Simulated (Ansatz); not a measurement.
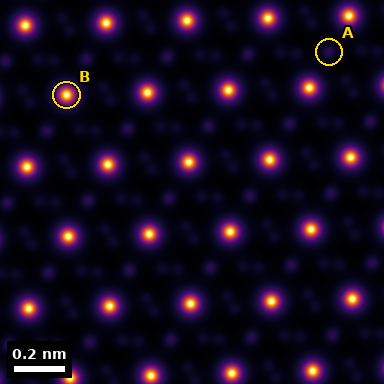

Map of the projected electrostatic potential of Sr2TaPO6 (I4/m, No. 87) along [201]. Computed as the sum of neutral-atom potentials (tabulated electron scattering factors, B = 0.5 Å²) projected along the beam and smoothed by 0.25 Å; brighter is more positive. Model: the geometry relaxed (final pressure about 5 GPa) with Ansatz 0.2.0, DFT, PAW plane waves, r2scan; the starting structure was generated, so it need not be a known form of this composition.

```cif
data_structure
_symmetry_space_group_name_H-M 'I4/m'
_symmetry_Int_Tables_number 87
_cell_length_a 5.5444
_cell_length_b 5.5444
_cell_length_c 8.0792
_cell_angle_alpha 90.000
_cell_angle_beta 90.000
_cell_angle_gamma 90.000
_cell_volume 248.36
loop_
_atom_site_label
_atom_site_type_symbol
_atom_site_symmetry_multiplicity
_atom_site_Wyckoff_symbol
_atom_site_fract_x
_atom_site_fract_y
_atom_site_fract_z
_atom_site_occupancy
Sr1 Sr 4 d 0.00000 0.50000 0.25000 1
P1 P 2 a 0.00000 0.00000 0.00000 1
Ta1 Ta 2 b 0.50000 0.50000 0.00000 1
O1 O 4 e 0.50000 0.50000 0.24476 1
O2 O 8 h 0.20295 0.30330 0.00000 1
```

> Which atoms make up the marked columns?

A: O (2 O per 13.72 Å along the beam; about 15 % of the brightest peak). B: Ta + 2 Sr + P (2 Sr, 1 P and 1 Ta per 13.72 Å along the beam; the brightest kind). Brightness is counted from the darkest point of the image.
